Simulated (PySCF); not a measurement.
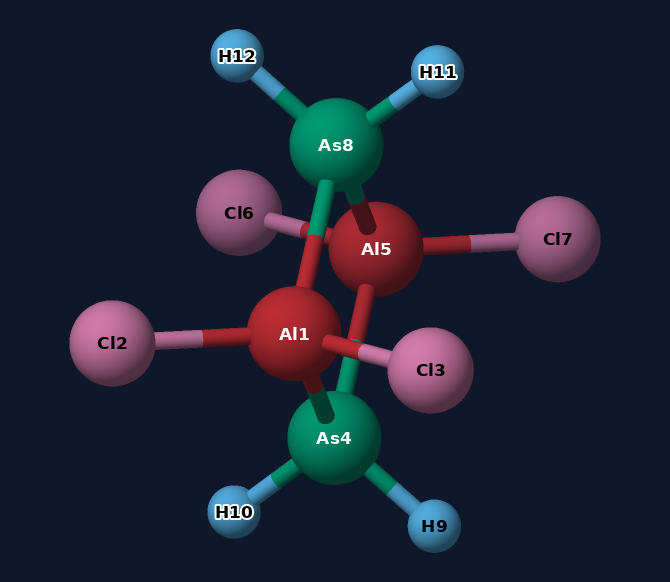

The computed structure is the end point of a PBE0-D3(BJ)/def2-SVP optimisation. No frequency run is at hand to confirm it as a minimum. Properties computed with delta-SCF UKS SCAN, pcX-2 on the ionised atom (unc-x2c-TZVPall on a metal), pcseg-1 elsewhere, spin-free X2C (PySCF 2.14.0).

Give the core-electron binding energies (to vacuum; p and d levels without spin–orbit splitting) of Al1 1s, Al1 2p, Cl2 1s, Cl2 2p.

| atom | level | binding energy (eV) |
| --- | --- | --- |
| Al1 | 1s | 1568.0 |
| Al1 | 2p | 81.7 |
| Cl2 | 1s | 2828.2 |
| Cl2 | 2p | 206.2 |
